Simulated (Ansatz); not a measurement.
## Electronic structure of ScTl$_{2}$P$_{3}$ in real space

The calculation's input:

```
crystal:
  lattice:
    - [-2.13176662, 3.01868647, 6.4593225]
    - [2.13176662, -3.01868647, 6.4593225]
    - [2.13176662, 3.01868647, -6.4593225]
  atoms:
    - { symbol: Sc, position: [0.0, 0.0, 0.0] }
    - { symbol: Tl, position: [0.66414426, 0.66414426, 0.0] }
    - { symbol: Tl, position: [0.33585574, 0.33585574, 0.0] }
    - { symbol: P, position: [0.5, 0.0, 0.5] }
    - { symbol: P, position: [0.16675615, 0.66675615, 0.5] }
    - { symbol: P, position: [0.83324385, 0.33324385, 0.5] }
kpoints:
  mp_grid: { grid: [6, 6, 6] }
hamiltonian:
  xc: pbesol
scf:
  occupations: { method: fermi_dirac, width: 0.03 }
relax:
  f_tol: 0.01
  cell: {}
  max_steps: 120
output:
  write_density: true
  write_potential: true
  elf: true
  volumetric_format: npy
```

Run with:

```sh
ansatz run input.yaml --threads 2 --pin off --max-ram 2211MiB --backend cpu --events-out ev --progress --plain --runs-dir out
```

Below, planes, directions and counts refer to the conventional cell (a = 3.88 Å, b = 5.45 Å, c = 11.99 Å, α = 90.00°, β = 90.00°, γ = 90.00°).

The fields are those of the run's last geometry, not of the input's.

Space group Immm; a structure from a database of computed crystals, not necessarily the ambient phase; started from the NaPr2Se3-71 prototype, which need not be the ambient phase.

The calculation used DFT, PBEsol, plane waves, PAW in Ansatz.

The density is the valence pseudo-density of a PAW calculation; it isn't the true density close to the nuclei.

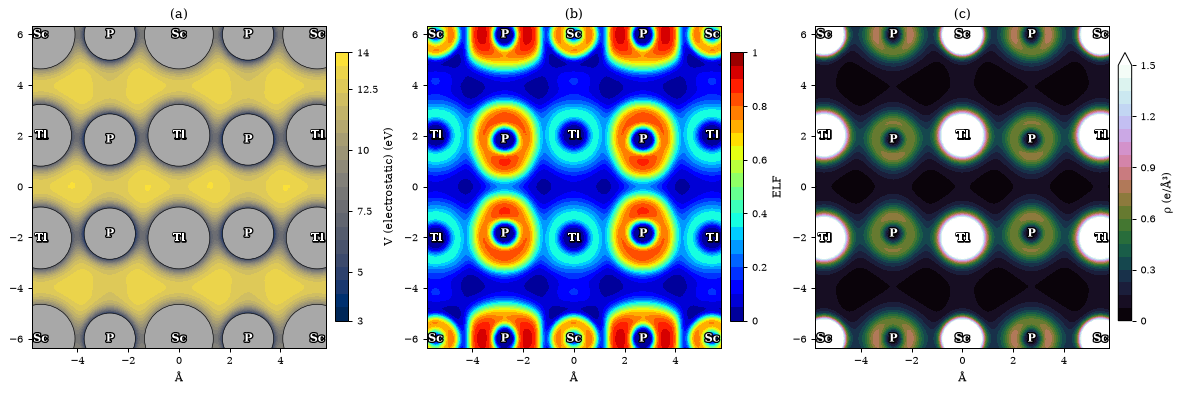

Figure 1. (a) electrostatic potential energy of an electron; (b) electron localisation function; (c) valence pseudo-density on the (100) plane of the conventional cell. Grey discs cover the atomic cores in the potential map.

> Describe what can be read from this map.

- The section cuts through Sc, Tl and P sites.
- Tl–P (2.73 Å): ρ at the midpoint is about 0.34 e/Å³; the ELF peaks at about 0.80 in the valence shell of P, 0.9 Å from its nucleus, and drops to about 0.30 between the two atoms.
- Between the atoms the lowest density in this plane is 0.04 e/Å³.
- The features right at Sc lie inside the PAW spheres, where the map follows smoothed inner orbitals and isn't to be read closely.
- Outside the cores the potential energy rises away from the atoms and is highest about 2.3 Å from the nearest atoms; its zero is arbitrary.

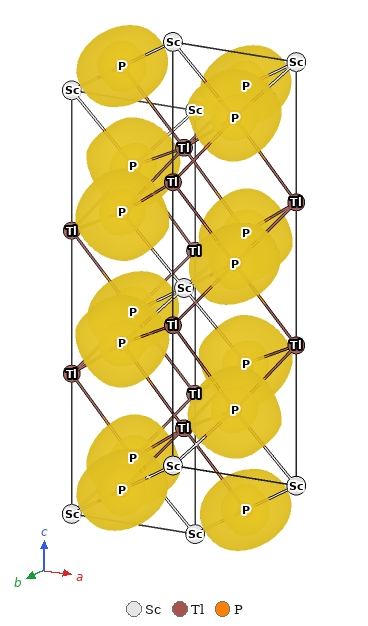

Figure 2. Isosurface of the ELF at 0.7 (yellow), seen at an oblique angle. Core shells and regions of very low density are left out. Sticks mark near contacts.

> What do the ELF domains correspond to?

The ELF exceeds this value in six regions wrapped around P (the valence shell of each), counted in one cell of 12 atoms. Regions shared between cells count once. Profiles from the grid: Sc–P (2.68 Å): the ELF peaks at about 0.90 in the valence shell of P, 0.9 Å from its nucleus, and is about 0.50 at the midpoint.
